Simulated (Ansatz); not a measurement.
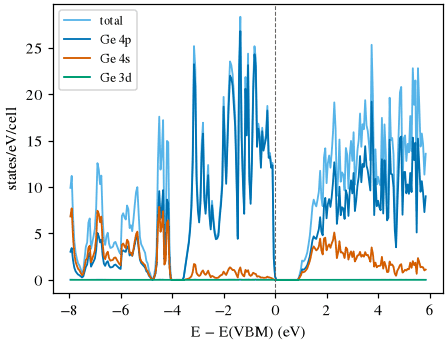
Figure: Total and projected density of states of Ge in space group I-43m (No. 217; Ge on 2a, Ge on 8c, Ge on 12d, Ge on 24g), PBE in the plane-wave PAW code Ansatz

Problem. Which orbitals carry the states next to the gap?

Solution. Top 1 eV of the valence band: Ge 4p 97 %. Bottom 1 eV of the conduction band: Ge 4p 56 %, Ge 4s 40 %. Projections are on Löwdin-orthogonalised atomic valence shells; empty p or d shells of many metals are not among them.

Problem. Where is the tallest occupied peak in this window, and what makes it?

Solution. Near -1.3 eV, about 28 states/eV per cell; the largest projected share is Ge 4p.

The start of the workflow was typed in or built on a structure type; neither database checked (COD, Materials Project) lists it. It is not the phase usual at ambient conditions (space group No. 227). The cell was relaxed with PBE under the symmetry of its start; its stability against distortions is not shown here. Scalar-relativistic: spin–orbit coupling is off unless named, which matters more the heavier the elements.

Potentials: the later of the program's two PAW sets.
